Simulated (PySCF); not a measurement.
**C$_{3}$H$_{4}$O, triplet, SMILES `[CH2]C(=O)[CH2]`: what the electrons do**

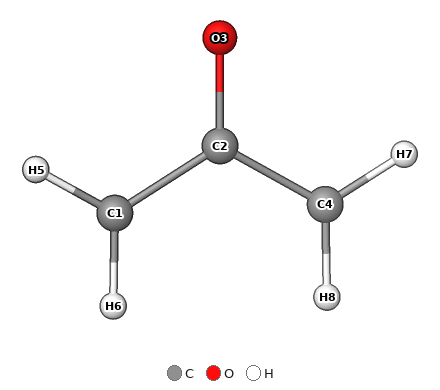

The molecule, with its atoms numbered as below. No frequency check shows the geometry to be a minimum.

Geometry (Å), atoms numbered from 1:

```
C1       1.2315    0.6416    0.0000
C2      -0.0001   -0.0897    0.0000
O3       0.0047   -1.3418    0.0000
C4      -1.2358    0.6349    0.0000
H5       2.1600    0.1012    0.0000
H6       1.2484    1.7153    0.0000
H7      -2.1613    0.0894    0.0000
H8      -1.2585    1.7085    0.0000
```

Part 1: Bonding charge

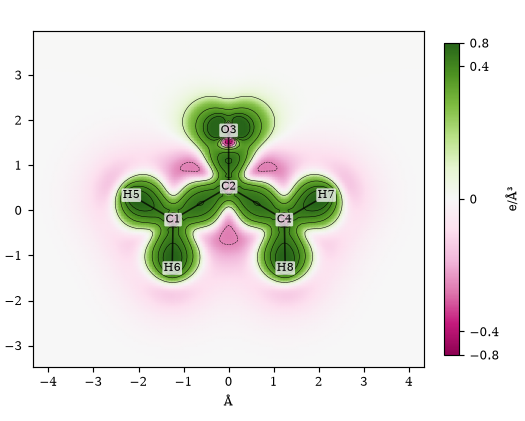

Deformation density (molecule less spherical, spin-averaged free atoms) in the molecular plane; colour scale in e/Å³, logarithmic beyond ±0.1; green: gain, pink: loss.

Computed with PySCF, PBE0/def2-SVPD, geometry: GFN2-xTB. The stability of the open-shell solution wasn't checked. GFN2-xTB doesn't know the spin state, so this open-shell geometry is rough.

Q: How much density has each bond in this plane gained at its critical point, relative to the free atoms?

A: C1–H5 and C4–H7: +0.75 e/Å³ at the bond critical point (bond length 1.07 Å). C1–H6 and C4–H8: +0.74 e/Å³ at the bond critical point (bond length 1.07 Å). C1–C2 and C2–C4: +0.61 e/Å³ at the bond critical point (bond length 1.43 Å). C2–O3: +0.51 e/Å³ at the bond critical point (bond length 1.25 Å). In all, 1.9 electrons gather in the regions of gain relative to the promolecule.

Q: Where do the Hirshfeld charges lie?

A: The highest Hirshfeld charge is on C2 (+0.09 e), the lowest on O3 (−0.22 e).

Part 2: Bond critical points

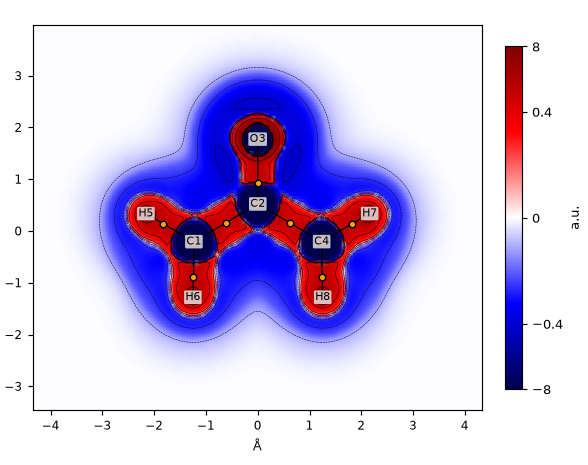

Negative Laplacian of the density (−∇²ρ) in the molecular plane (red positive, blue negative, colour scale in a.u., logarithmic beyond ±0.04), with bond paths and bond critical points (dots).

Q: Sort the bonds in the plane by the sign of ∇²ρ at their critical points.

A: Concentrated (∇²ρ < 0): C1–C2 and C2–C4 (−0.75 a.u.); C1–H5 and C4–H7 (−1.13 a.u.); C1–H6 and C4–H8 (−1.11 a.u.). Depleted (∇²ρ > 0): C2–O3 (+0.01 a.u., H = −0.647). A positive Laplacian with clearly negative H marks a strongly polar covalent bond, whose critical point lies close to the core of the less electronegative atom.

Q: Where along C2–O3 does the critical point lie?

A: 0.41 Å from C2 and 0.84 Å from O3.

Part 3: Electrostatic potential

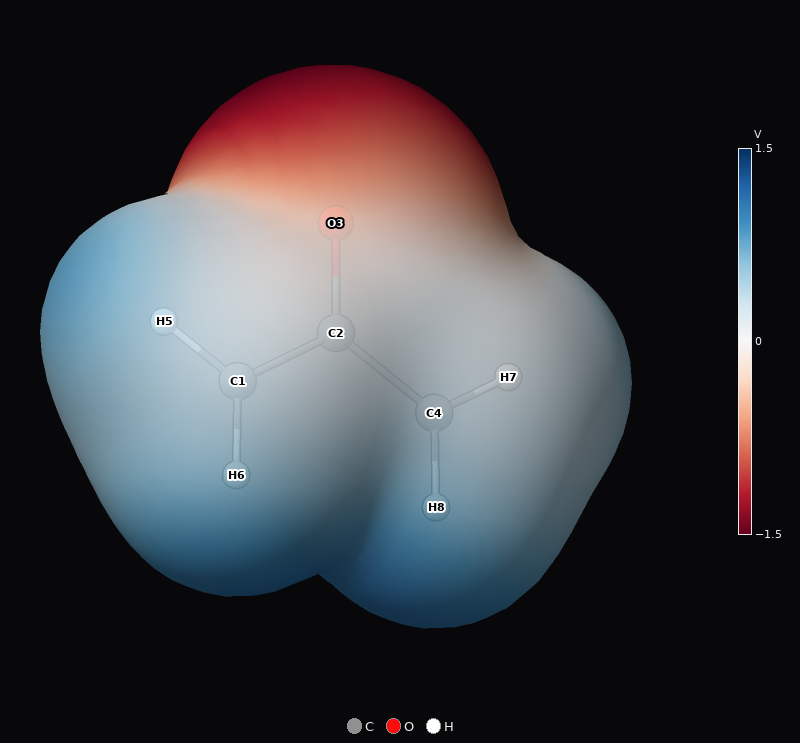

Electrostatic potential on the surface of electron density 0.001 a.u.

Q: Where are the extremes of the potential on the surface?

A: Highest: 1.10 V, 1.4 Å from H8. Further maxima include 0.77 V, 1.3 Å from H5, and at like points elsewhere. Lowest: −1.47 V, 1.7 Å from O3, and at like points elsewhere. The surface is sampled at points, so like sites can differ by a few per cent and only the strongest of them is named.

Part 4: Spin density

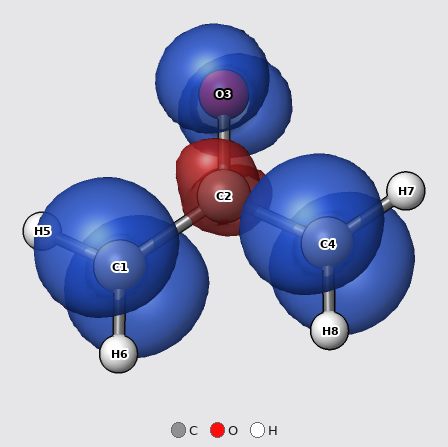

Spin density ρα − ρβ at ±0.05 e/Å³ (blue: excess α, red: excess β).

Q: Where is the unpaired spin?

A: Hirshfeld spin populations: C1 and C4 +0.65, O3 +0.46, C2 +0.06, H6 and H8 +0.04 and H5 and H7 +0.04. ⟨S²⟩ = 2.04, against 2.00 for a pure state. The picture also shows regions of β spin from spin polarisation; the Hirshfeld sums, whose atoms overlap, net them against the α spin of neighbours.

Part 5: In an electric field

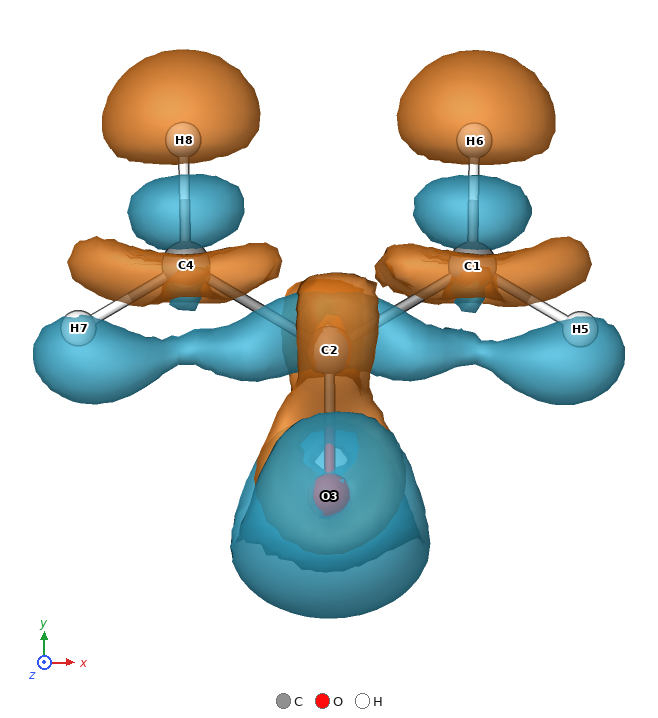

Change of the electron density in a uniform field of 0.10 V/Å, surfaces at ±0.001 e/Å³ (light blue: gain, orange: loss).

Computed with PySCF, HF/6-311+G**, geometry: GFN2-xTB. The basis has diffuse s and p functions alone, which still leaves polarisabilities too small, most of all across bonds. The stability of the open-shell solution wasn't checked. GFN2-xTB doesn't know the spin state, so this open-shell geometry is rough.

The field was applied in both directions; the picture shows the one opposite to the script's first.

Q: Along which Cartesian direction does the field point?

A: Along +y: electrons gather on the −y side, against the field.

Q: What dipole is induced, and what polarisability does it imply?

A: The induced dipole is 0.21 D (along the field); α along this axis, from the fields in both directions, is 40 bohr³ (6.0 Å³).

The PySCF runs shown took 16 s and 4 s on 1 thread of Arm Neoverse V2, with other jobs on the host.
